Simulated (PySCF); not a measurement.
# B₂F₂H₅N: core binding energies at several levels of theory, part 2 of 3

PySCF 2.14.0. Atoms count from 0.

### Step 5. X-ray photoelectron lines: PBE, X2C

What the job is given:

```
{"job": {"kind": "xps", "xc": "PBE"}, "charge": 0, "multiplicity": 1}
N     -1.200022     0.206943     0.116826
B      0.137183    -0.407650    -0.587424
B      1.459136     0.085908     0.350728
F      1.271263     0.807427     1.475842
F      2.738995    -0.168572     0.106686
H     -1.279394    -0.100883     1.087244
H     -2.049336    -0.074377    -0.373589
H     -1.171097     1.227377     0.132709
H      0.153806     0.031461    -1.730416
H     -0.010687    -1.623948    -0.593581
```

Method: delta-SCF UKS PBE, pcX-2 on the ionised atom, pcseg-1 elsewhere, spin-free X2C.

Output:

```text
ground state, core basis on atom 0 (N), 126 functions
  cycle   1  E = -307.01486028  |g| = 6.29e-01
  cycle   2  E = -306.92082989  |g| = 9.90e-01
  cycle   3  E = -307.10481516  |g| = 1.30e-01
  cycle   4  E = -307.10899243  |g| = 2.73e-02
  cycle   5  E = -307.10916853  |g| = 8.95e-03
  cycle   6  E = -307.10918557  |g| = 4.79e-03
  cycle   7  E = -307.10918903  |g| = 7.66e-04
  cycle   8  E = -307.10918910  |g| = 4.24e-04
  E(ground) = -307.10982314 Eh
hole in N 1s of atom 0
  cycle   1  E = -291.46580470  |g| = 1.87e+00
  cycle   2  E = -287.86761601  |g| = 3.07e+00
  cycle   3  E = -291.78831940  |g| = 9.17e-01
  cycle   4  E = -292.04415376  |g| = 5.26e-01
  cycle   5  E = -292.11672762  |g| = 1.92e-01
  cycle   6  E = -292.13081478  |g| = 6.53e-02
  cycle   7  E = -292.13204848  |g| = 2.68e-02
  cycle   8  E = -292.13231061  |g| = 4.38e-03
  cycle   9  E = -292.13231990  |g| = 8.62e-04
  cycle  10  E = -292.13231902  |g| = 2.17e-04
  E(ion) = -292.13293649 Eh   <S^2> = 0.7585   hole on atom = 1.000   binding energy = 407.542 eV
ground state, core basis on atom 1 (B), 126 functions
  cycle   1  E = -307.09276572  |g| = 5.74e-02
  cycle   2  E = -307.09269064  |g| = 2.60e-02
  cycle   3  E = -307.09266870  |g| = 2.80e-02
  cycle   4  E = -307.09282890  |g| = 2.45e-03
  cycle   5  E = -307.09282934  |g| = 4.54e-04
  E(ground) = -307.09354308 Eh
hole in B 1s of atom 1
  cycle   1  E = -299.56712502  |g| = 1.18e+00
  cycle   2  E = -298.94456669  |g| = 1.54e+00
  cycle   3  E = -299.93414549  |g| = 3.47e-01
  cycle   4  E = -299.96460108  |g| = 2.49e-01
  cycle   5  E = -299.98606187  |g| = 3.21e-02
  cycle   6  E = -299.98643690  |g| = 1.61e-02
  cycle   7  E = -299.98653195  |g| = 2.92e-03
  cycle   8  E = -299.98653564  |g| = 8.80e-04
  cycle   9  E = -299.98653577  |g| = 6.09e-04
  cycle  10  E = -299.98653664  |g| = 1.13e-04
  E(ion) = -299.98722498 Eh   <S^2> = 0.7611   hole on atom = 1.000   binding energy = 193.373 eV
ground state, core basis on atom 2 (B), 126 functions
  cycle   1  E = -307.10113869  |g| = 6.04e-02
  cycle   2  E = -307.10095469  |g| = 4.21e-02
  cycle   3  E = -307.10107263  |g| = 3.47e-02
  cycle   4  E = -307.10126890  |g| = 3.70e-03
  cycle   5  E = -307.10127188  |g| = 7.39e-04
  cycle   6  E = -307.10127125  |g| = 2.89e-04
  E(ground) = -307.10152542 Eh
hole in B 1s of atom 2
  cycle   1  E = -299.47373747  |g| = 1.17e+00
  cycle   2  E = -297.81721019  |g| = 1.94e+00
  cycle   3  E = -299.72482219  |g| = 4.44e-01
  cycle   4  E = -299.83742054  |g| = 1.89e-01
  cycle   5  E = -299.85311555  |g| = 1.34e-01
  cycle   6  E = -299.86038367  |g| = 2.95e-02
  cycle   7  E = -299.86071010  |g| = 7.25e-03
  cycle   8  E = -299.86072651  |g| = 4.73e-03
  cycle   9  E = -299.86073486  |g| = 1.72e-03
  cycle  10  E = -299.86073643  |g| = 6.36e-04
  cycle  11  E = -299.86073648  |g| = 1.86e-04
  E(ion) = -299.86095373 Eh   <S^2> = 0.7738   hole on atom = 1.000   binding energy = 197.026 eV
ground state, core basis on atom 3 (F), 126 functions
  cycle   1  E = -307.14805987  |g| = 1.40e-01
  cycle   2  E = -307.14723086  |g| = 8.51e-02
  cycle   3  E = -307.14683062  |g| = 9.98e-02
  cycle   4  E = -307.14832099  |g| = 5.30e-03
  cycle   5  E = -307.14832739  |g| = 1.05e-03
  cycle   6  E = -307.14832737  |g| = 3.88e-04
  E(ground) = -307.14928320 Eh
hole in F 1s of atom 3
  cycle   1  E = -280.84196640  |g| = 2.61e+00
  cycle   2  E = -280.45794982  |g| = 2.40e+00
  cycle   3  E = -281.62930663  |g| = 5.26e-01
  cycle   4  E = -281.63778083  |g| = 5.31e-01
  cycle   5  E = -281.73563892  |g| = 9.39e-02
  cycle   6  E = -281.73963513  |g| = 3.25e-02
  cycle   7  E = -281.74033124  |g| = 3.91e-03
  cycle   8  E = -281.74033817  |g| = 1.42e-03
  cycle   9  E = -281.74033897  |g| = 4.66e-04
  E(ion) = -281.74117097 Eh   <S^2> = 0.7541   hole on atom = 1.000   binding energy = 691.390 eV
```

Run time: 11 s. Hardware: 1 thread of Arm Neoverse V1, shared host; peak memory 0.43 GiB.

The holes in one table. −ε is the ground-state orbital energy:

| hole | stands for | environment | ΔSCF (eV) | −ε (eV) | ⟨S²⟩ |
| --- | --- | --- | --- | --- | --- |
| N1s on N0 | N0 | donor nitrogen of a Lewis adduct | 407.54 | 383.2 | 0.759 |
| B1s on B1 | B1 | boron bonded to B, N, 2 H | 193.37 | 175.4 | 0.761 |
| B1s on B2 | B2 | boron bonded to B, 2 F | 197.03 | 178.2 | 0.774 |
| F1s on F3 | F3, F4 | fluorine bonded to B | 691.39 | 660.2 | 0.754 |

Each hole run stands for the others of its class of like atoms.

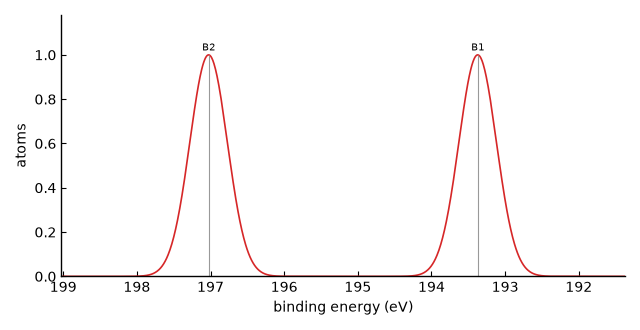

The B1s photoelectron lines, weighted by the number of atoms. Lines are broadened to a width of 0.60 eV (Gaussian).

### Step 6. X-ray photoelectron lines: HF, X2C

The job, as its differences from that of step 5:

```diff
@@ -1,2 +1,2 @@
-{"job": {"kind": "xps", "xc": "PBE"}, "charge": 0, "multiplicity": 1}
+{"job": {"kind": "xps", "xc": "HF"}, "charge": 0, "multiplicity": 1}
 N     -1.200022     0.206943     0.116826
```

Level: delta-SCF UKS HF, pcX-2 on the ionised atom, pcseg-1 elsewhere, spin-free X2C.

Output:

```text
ground state, core basis on atom 0 (N), 126 functions
  cycle   1  E = -305.78981912  |g| = 6.21e-01
  cycle   2  E = -305.86970183  |g| = 3.28e-01
  cycle   3  E = -305.88770799  |g| = 5.98e-02
  cycle   4  E = -305.88896695  |g| = 1.22e-02
  cycle   5  E = -305.88903006  |g| = 3.54e-03
  cycle   6  E = -305.88903601  |g| = 1.25e-03
  cycle   7  E = -305.88903663  |g| = 3.12e-04
  E(ground) = -305.88903663 Eh
hole in N 1s of atom 0
  cycle   1  E = -290.22098662  |g| = 1.83e+00
  cycle   2  E = -290.65013982  |g| = 9.50e-01
  cycle   3  E = -290.88212354  |g| = 1.03e-01
  cycle   4  E = -290.88575158  |g| = 2.12e-02
  cycle   5  E = -290.88627904  |g| = 1.19e-02
  cycle   6  E = -290.88649059  |g| = 5.79e-03
  cycle   7  E = -290.88653505  |g| = 1.66e-03
  cycle   8  E = -290.88653918  |g| = 3.68e-04
  E(ion) = -290.88653918 Eh   <S^2> = 0.7765   hole on atom = 1.000   binding energy = 408.239 eV
ground state, core basis on atom 1 (B), 126 functions
  cycle   1  E = -305.87212094  |g| = 2.59e-02
  cycle   2  E = -305.87220376  |g| = 6.91e-03
  cycle   3  E = -305.87221303  |g| = 2.65e-03
  cycle   4  E = -305.87221462  |g| = 2.59e-04
  E(ground) = -305.87221462 Eh
hole in B 1s of atom 1
  cycle   1  E = -298.33251540  |g| = 1.16e+00
  cycle   2  E = -298.65794302  |g| = 4.39e-01
  cycle   3  E = -298.73709486  |g| = 8.15e-02
  cycle   4  E = -298.74015007  |g| = 2.31e-02
  cycle   5  E = -298.74052222  |g| = 1.24e-02
  cycle   6  E = -298.74082493  |g| = 7.07e-03
  cycle   7  E = -298.74098190  |g| = 2.40e-03
  cycle   8  E = -298.74099494  |g| = 1.01e-03
  cycle   9  E = -298.74099668  |g| = 4.23e-04
  E(ion) = -298.74099668 Eh   <S^2> = 0.7816   hole on atom = 1.000   binding energy = 194.050 eV
ground state, core basis on atom 2 (B), 126 functions
  cycle   1  E = -305.88254422  |g| = 3.48e-02
  cycle   2  E = -305.88271608  |g| = 7.44e-03
  cycle   3  E = -305.88272411  |g| = 3.88e-03
  cycle   4  E = -305.88272656  |g| = 4.39e-04
  E(ground) = -305.88272656 Eh
hole in B 1s of atom 2
  cycle   1  E = -298.22393873  |g| = 1.14e+00
  cycle   2  E = -298.50149708  |g| = 4.47e-01
  cycle   3  E = -298.57096435  |g| = 1.56e-01
  cycle   4  E = -298.57933741  |g| = 3.26e-02
  cycle   5  E = -298.58000676  |g| = 1.21e-02
  cycle   6  E = -298.58024926  |g| = 4.96e-03
  cycle   7  E = -298.58029369  |g| = 2.13e-03
  cycle   8  E = -298.58030117  |g| = 9.92e-04
  cycle   9  E = -298.58030285  |g| = 3.72e-04
  E(ion) = -298.58030285 Eh   <S^2> = 0.7679   hole on atom = 1.000   binding energy = 198.709 eV
ground state, core basis on atom 3 (F), 126 functions
  cycle   1  E = -305.93266953  |g| = 3.77e-02
  cycle   2  E = -305.93274894  |g| = 8.67e-03
  cycle   3  E = -305.93275778  |g| = 4.49e-03
  cycle   4  E = -305.93276071  |g| = 4.75e-04
  E(ground) = -305.93276071 Eh
hole in F 1s of atom 3
  cycle   1  E = -279.62748912  |g| = 2.56e+00
  cycle   2  E = -280.29458687  |g| = 1.14e+00
  cycle   3  E = -280.50361934  |g| = 8.24e-02
  cycle   4  E = -280.50523281  |g| = 2.24e-02
  cycle   5  E = -280.50543455  |g| = 1.14e-02
  cycle   6  E = -280.50550764  |g| = 3.07e-03
  cycle   7  E = -280.50551484  |g| = 6.38e-04
  cycle   8  E = -280.50551533  |g| = 2.55e-04
  E(ion) = -280.50551533 Eh   <S^2> = 0.7607   hole on atom = 1.000   binding energy = 691.911 eV
```

Run time: 8.9 s. Hardware: 1 thread of Arm Neoverse V1, shared host; peak memory 0.4 GiB.

The holes in one table. −ε is the ground-state orbital energy:

| hole | stands for | environment | ΔSCF (eV) | −ε (eV) | ⟨S²⟩ |
| --- | --- | --- | --- | --- | --- |
| N1s on N0 | N0 | donor nitrogen of a Lewis adduct | 408.24 | 426.4 | 0.776 |
| B1s on B1 | B1 | boron bonded to B, N, 2 H | 194.05 | 205.2 | 0.782 |
| B1s on B2 | B2 | boron bonded to B, 2 F | 198.71 | 208.4 | 0.768 |
| F1s on F3 | F3, F4 | fluorine bonded to B | 691.91 | 715.8 | 0.761 |

Each hole run stands for the others of its class of like atoms.

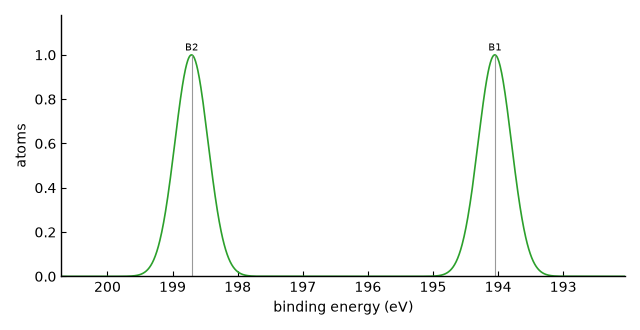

The B1s photoelectron lines, weighted by the number of atoms. Lines are broadened to a width of 0.60 eV (Gaussian).

### Step 7. Core holes by ΔSCF: SCAN, X2C

The job, as its differences from that of step 6:

```diff
@@ -1,2 +1,2 @@
-{"job": {"kind": "xps", "xc": "HF"}, "charge": 0, "multiplicity": 1}
+{"job": {"kind": "xps", "basis": "pcX-1"}, "charge": 0, "multiplicity": 1}
 N     -1.200022     0.206943     0.116826
```

Method: delta-SCF UKS SCAN, pcX-1 on the ionised atom, pcseg-1 elsewhere, spin-free X2C.

Output:

```text
ground state, core basis on atom 0 (N), 105 functions
  cycle   1  E = -307.24388647  |g| = 6.31e-01
  cycle   2  E = -307.18221388  |g| = 9.32e-01
  cycle   3  E = -307.32550897  |g| = 1.17e-01
  cycle   4  E = -307.32881650  |g| = 2.04e-02
  cycle   5  E = -307.32892532  |g| = 6.76e-03
  cycle   6  E = -307.32893368  |g| = 4.35e-03
  cycle   7  E = -307.32893771  |g| = 7.96e-04
  cycle   8  E = -307.32893701  |g| = 4.69e-04
  E(ground) = -307.32291826 Eh
hole in N 1s of atom 0
  cycle   1  E = -291.65015345  |g| = 1.85e+00
  cycle   2  E = -291.11037892  |g| = 1.96e+00
  cycle   3  E = -292.26149582  |g| = 4.06e-01
  cycle   4  E = -292.29481407  |g| = 2.55e-01
  cycle   5  E = -292.31426954  |g| = 5.78e-02
  cycle   6  E = -292.31528493  |g| = 2.23e-02
  cycle   7  E = -292.31543090  |g| = 7.95e-03
  cycle   8  E = -292.31545529  |g| = 1.69e-03
  cycle   9  E = -292.31545813  |g| = 6.54e-04
  cycle  10  E = -292.31545750  |g| = 1.70e-04
  E(ion) = -292.30994586 Eh   <S^2> = 0.7645   hole on atom = 1.000   binding energy = 408.524 eV
ground state, core basis on atom 1 (B), 105 functions
  cycle   1  E = -307.32821813  |g| = 3.84e-02
  cycle   2  E = -307.32794544  |g| = 4.87e-02
  cycle   3  E = -307.32846501  |g| = 5.45e-03
  cycle   4  E = -307.32847054  |g| = 2.22e-03
  cycle   5  E = -307.32847075  |g| = 5.37e-04
  cycle   6  E = -307.32846975  |g| = 1.88e-04
  E(ground) = -307.32582985 Eh
hole in B 1s of atom 1
  cycle   1  E = -299.78780514  |g| = 1.17e+00
  cycle   2  E = -299.41625243  |g| = 1.32e+00
  cycle   3  E = -300.15239918  |g| = 3.04e-01
  cycle   4  E = -300.18034693  |g| = 1.93e-01
  cycle   5  E = -300.19295774  |g| = 2.70e-02
  cycle   6  E = -300.19315755  |g| = 1.35e-02
  cycle   7  E = -300.19321442  |g| = 6.84e-03
  cycle   8  E = -300.19323792  |g| = 1.83e-03
  cycle   9  E = -300.19323898  |g| = 1.54e-03
  cycle  10  E = -300.19323999  |g| = 4.86e-04
  E(ion) = -300.19185751 Eh   <S^2> = 0.7680   hole on atom = 1.000   binding energy = 194.125 eV
ground state, core basis on atom 2 (B), 105 functions
  cycle   1  E = -307.32886881  |g| = 2.82e-02
  cycle   2  E = -307.32884487  |g| = 2.43e-02
  cycle   3  E = -307.32894389  |g| = 9.66e-03
  cycle   4  E = -307.32895942  |g| = 2.57e-03
  cycle   5  E = -307.32896128  |g| = 4.22e-04
  E(ground) = -307.32578266 Eh
hole in B 1s of atom 2
  cycle   1  E = -299.67699318  |g| = 1.16e+00
  cycle   2  E = -298.34575970  |g| = 1.72e+00
  cycle   3  E = -299.92033601  |g| = 4.28e-01
  cycle   4  E = -300.03917253  |g| = 1.30e-01
  cycle   5  E = -300.04453373  |g| = 9.87e-02
  cycle   6  E = -300.04828833  |g| = 2.50e-02
  cycle   7  E = -300.04852065  |g| = 6.87e-03
  cycle   8  E = -300.04853991  |g| = 5.04e-03
  cycle   9  E = -300.04855125  |g| = 2.28e-03
  cycle  10  E = -300.04855361  |g| = 1.23e-03
  cycle  11  E = -300.04855494  |g| = 3.78e-04
  E(ion) = -300.04905414 Eh   <S^2> = 0.7783   hole on atom = 1.000   binding energy = 198.010 eV
ground state, core basis on atom 3 (F), 105 functions
  cycle   1  E = -307.32452515  |g| = 3.93e-02
  cycle   2  E = -307.32446175  |g| = 3.04e-02
  cycle   3  E = -307.32453124  |g| = 1.89e-02
  cycle   4  E = -307.32458197  |g| = 2.34e-03
  cycle   5  E = -307.32458022  |g| = 4.57e-04
  E(ground) = -307.32370206 Eh
hole in F 1s of atom 3
  cycle   1  E = -280.99275443  |g| = 2.57e+00
  cycle   2  E = -280.90228075  |g| = 2.10e+00
  cycle   3  E = -281.79259060  |g| = 4.26e-01
  cycle   4  E = -281.80754979  |g| = 3.85e-01
  cycle   5  E = -281.85674986  |g| = 5.63e-02
  cycle   6  E = -281.85804520  |g| = 1.95e-02
  cycle   7  E = -281.85830357  |g| = 2.41e-03
  cycle   8  E = -281.85830642  |g| = 9.97e-04
  cycle   9  E = -281.85830608  |g| = 3.68e-04
  E(ion) = -281.86457716 Eh   <S^2> = 0.7561   hole on atom = 1.000   binding energy = 692.778 eV
```

It took 15 s on 1 thread of Arm Neoverse V1, shared host; peak memory 0.35 GiB.

Binding energies by hole, beside the orbital energy of the ground state; the difference holds orbital relaxation and, for a density functional, its self-interaction error:

| hole | stands for | environment | ΔSCF (eV) | −ε (eV) | ⟨S²⟩ |
| --- | --- | --- | --- | --- | --- |
| N1s on N0 | N0 | donor nitrogen of a Lewis adduct | 408.52 | 388.5 | 0.765 |
| B1s on B1 | B1 | boron bonded to B, N, 2 H | 194.13 | 178.2 | 0.768 |
| B1s on B2 | B2 | boron bonded to B, 2 F | 198.01 | 181.3 | 0.778 |
| F1s on F3 | F3, F4 | fluorine bonded to B | 692.78 | 666.0 | 0.756 |

Each hole run stands for the others of its class of like atoms.

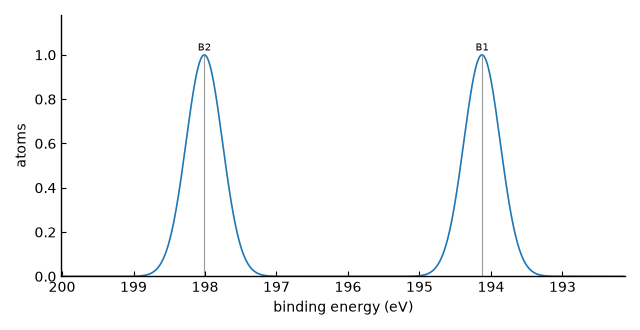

The B1s photoelectron lines, weighted by the number of atoms. Lines are broadened to a width of 0.60 eV (Gaussian).

(Part 2 of 3 ends here.)
